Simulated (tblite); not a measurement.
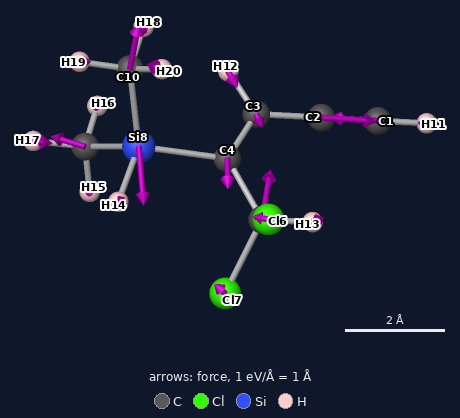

Starting geometry of C$_{7}$H$_{10}$Cl$_{2}$Si with the computed forces as purple arrows. The picture is a ball-and-stick view, seen at a tilt.

Method: GFN2-xTB geometry optimisation, gas phase (tblite). 

Is this structure relaxed? If not, where do the atoms go?

It isn't relaxed: the largest force vector, on C atoms, is 1.31 eV/Å. The final displacements follow the starting forces only in part (cosine between the two patterns 0.47). The largest moves after the best rigid fit, 0.084 Å, are those of Cl and H atoms. By element the largest moves are Cl 0.084 Å, H 0.083 Å, C 0.076 Å, Si 0.075 Å. Some distances before and after: C–C 1.530 → 1.481 Å, C–Si 1.857 → 1.901 Å, H–Si 1.481 → 1.465 Å, C–H 1.099 → 1.085 Å. Among the angles between lasting bonds that change: C–C–C 123.8° → 119.7°, C–C–Si 119.6° → 122.5°, C–Si–C 110.3° → 107.4°. After 37 geometry steps the energy has fallen by 0.171 eV. Cost: 0.77 s on 1 thread of Arm Neoverse N1, with other jobs on the host.
